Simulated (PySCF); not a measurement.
# C$_{4}$H$_{5}$Cl$_{2}$FSi: what the fields show

| atom | x (Å) | y (Å) | z (Å) |
| --- | --- | --- | --- |
| F | 2.3186 | -1.5086 | -0.9747 |
| Si | 2.0799 | -0.0116 | -0.4235 |
| Cl | 3.1706 | 0.1799 | 1.2458 |
| C | 0.2526 | 0.0853 | -0.0675 |
| C | -0.6025 | 1.0565 | 0.2834 |
| Cl | -0.4207 | 2.7212 | 0.5795 |
| C | -1.8225 | 0.1909 | 0.3375 |
| C | -0.8620 | -0.9519 | -0.0712 |
| H | 2.5600 | 0.8510 | -1.4851 |
| H | -2.5950 | 0.4318 | -0.3897 |
| H | -2.2734 | 0.0884 | 1.3224 |
| H | -1.0620 | -1.3930 | -1.0443 |
| H | -0.7480 | -1.7392 | 0.6697 |

Geometry: GFN2-xTB.

Theory: PBE0/pcSseg-1, SCF density, gas phase, non-relativistic (PySCF).

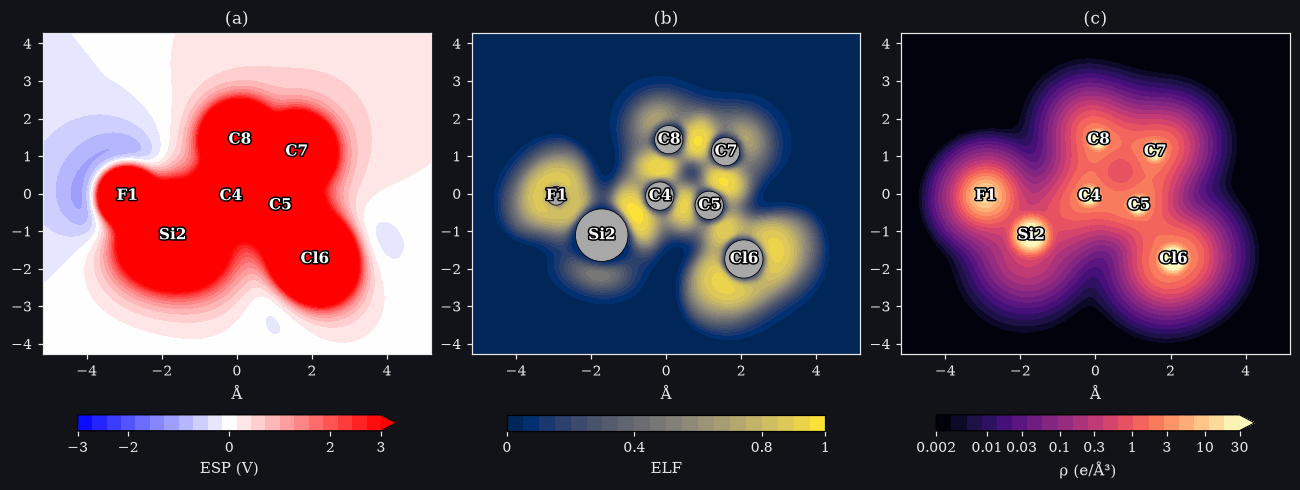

Figure 1. (a) electrostatic potential; (b) electron localisation function; (c) total electron density on the plane of atoms C4, C8 and C7. Grey discs cover the atomic cores in the ELF map.

Question: What does the map show?

Answer:
- The section cuts through F, Si, C and Cl sites.
- C–C (1.34 Å): ρ is about 2.2 e/Å³ halfway; the ELF peaks at about 0.90 between the atoms (a short, multiple covalent bond).
- Si–F (1.61 Å): ρ is about 1.1 e/Å³ halfway; the ELF peaks at about 0.85 in the valence shell of F, 0.5 Å from its nucleus, and is about 0.55 at the midpoint.
- C–Cl (1.70 Å): the density is about 1.5 e/Å³ at the midpoint; the ELF peaks at about 0.90 between the atoms (a covalent bond).
- C–Si (1.86 Å): ρ is about 0.98 e/Å³ halfway; the ELF peaks at about 0.95 between the atoms; a shared electron pair.
- C–C (1.50 Å): ρ is about 1.7 e/Å³ halfway; the ELF peaks at about 0.95 between the atoms (localised, covalent bonding).
- The ELF also peaks beside Cl6 and F1, away from the bonds: lone-pair regions.
- Outside the dense part of the molecule the potential is most negative (−1.1 V) near F1.

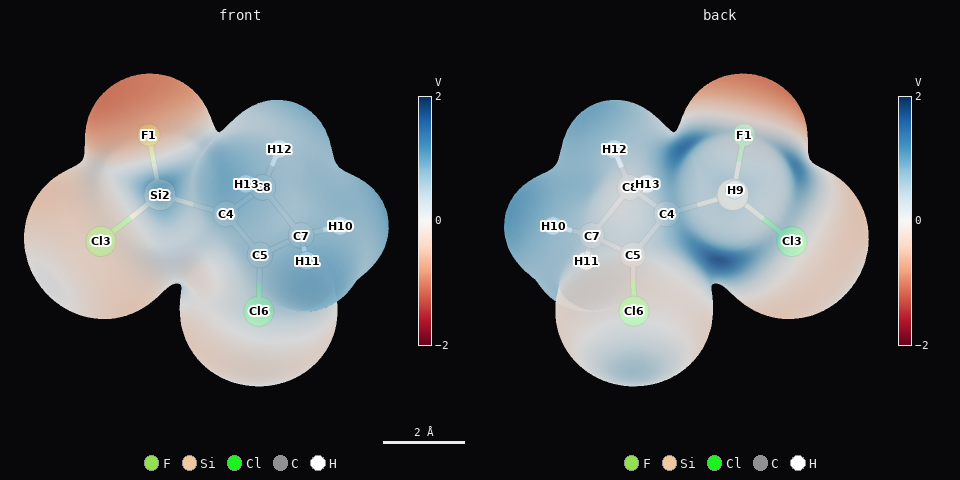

Figure 2. The molecular electrostatic potential painted on the density surface at 0.002 e/bohr³, seen from the front and from behind; the colour scale runs from red (negative) to blue (positive).

Question: Describe the electrostatic potential map.

Answer: The most negative region (about −1.0 V) lies over F1, the most positive (about +1.5 V) over Si2. Cl6 shows a σ-hole: about +0.7 V at the tip opposite its bond, against about −0.2 V on its flanks.

Question: What dipole moment does the calculation give?

Answer: Its dipole moment is 2.30 D.
